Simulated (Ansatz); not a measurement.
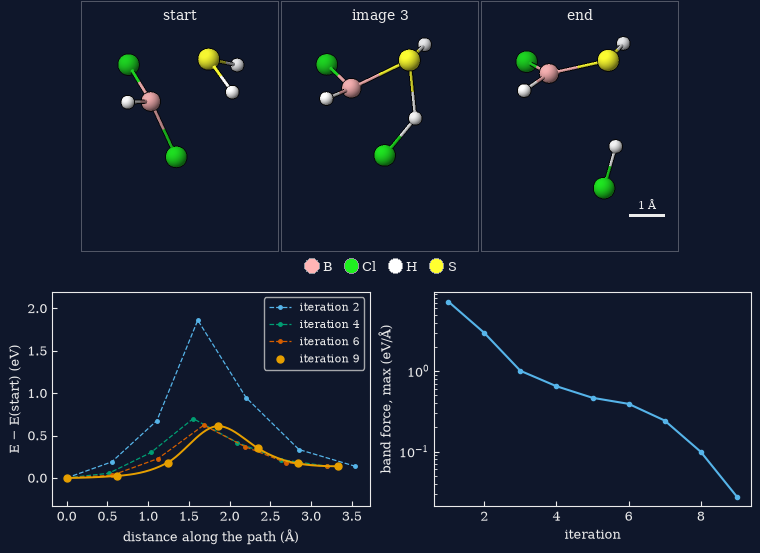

A nudged-elastic-band calculation for BH3SCl2. Images are numbered from 0 (start) to 6 (end). The plot follows the band through its iterations. The picture is a ball-and-stick view, seen at a tilt.

All numbers below come from RKS PBE/def2-SVP (Ansatz). Run with 5 movable images; climbing image; force threshold 0.03 eV/Å; iteration limit 60; starting path through a guess of the saddle point.

Did the band converge, and can the barrier be trusted?

Answer. The result is final at these settings. The band converged in 9 iterations. The largest component of the band force went from 7.3 to 0.028 eV/Å. The climbing image converged on the top of the path. Its vibrational analysis gives one imaginary mode (495i cm⁻¹), as a transition state must have. The first iteration put the highest image at 4.12 eV. The highest point, image 3, lies 0.61 eV above the start and 0.47 eV above the end; the end is at +0.14 eV relative to the start.
